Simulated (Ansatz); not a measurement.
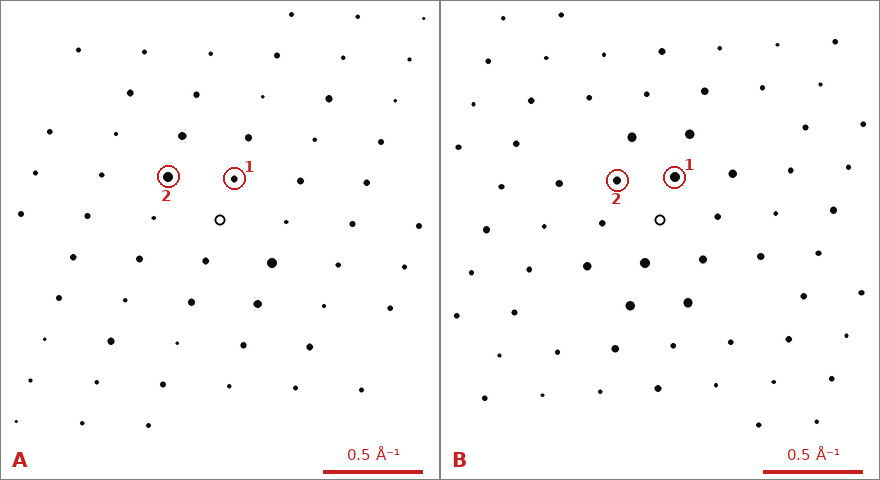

Kinematic electron diffraction patterns (200 kV, B = 0.5 Å², same scale) along [111] of the run's own cell, for the start and the end of one relaxation of Ti2I with DFT PBE, scalar-relativistic, plane waves, PAW (Ansatz). k mesh 6×6×10. The start is a generated model structure, and the relaxation ends in the nearest stationary point of its symmetry, not necessarily the ground state. Spot 1 is -1 1 0 and spot 2 is -1 0 1 in both.

Start structure:

```yaml
crystal:
  lattice:
    - [6.01214, 0.00000, 0.00000]
    - [0.00000, 6.19520, 0.00000]
    - [0.00000, 0.00000, 4.04663]
  atoms:
    - { symbol: Ti, position: [0.22500, 0.82500, 0.50000] }
    - { symbol: Ti, position: [0.72500, 0.67500, 0.00000] }
    - { symbol: Ti, position: [0.77500, 0.17500, 0.50000] }
    - { symbol: Ti, position: [0.27500, 0.32500, 0.00000] }
    - { symbol: I, position: [0.50000, 0.50000, 0.50000] }
    - { symbol: I, position: [0.00000, 0.00000, 0.00000] }
```

**Which pattern belongs to the start structure, and which to the relaxed one?**

B is the start: its cell gives d(1) = 4.314 Å, d(2) = 3.357 Å and an angle of 66.4°. A is the relaxed structure, with d(1) = 4.513 Å (+4.6 %), d(2) = 2.908 Å (-13.4 %) and 69.5°.

**Name reflections whose intensity changes strongly on relaxation.**

2 -3 1, 2 0 -2 come into sight; 3 -3 0 goes from 29 to 0.24 % of the strongest spot; 4 -3 -1 goes from 26 to 2.3 % of the strongest spot; 0 1 -1 goes from 14 to 2 % of the strongest spot.

**Summarise the relaxation behind the change.**

The volume changed by -10.4 % to 22.51 Å³ an atom; with the mean shift removed, the atoms moved by up to 0.71 Å relative to the cell (Ti most); the space group stayed Pnnm (No. 58); the free energy fell by 270 meV an atom. Relaxed cell: a = 6.127 Å, b = 6.673 Å, c = 3.303 Å, α = 90.00°, β = 90.00°, γ = 90.00°.
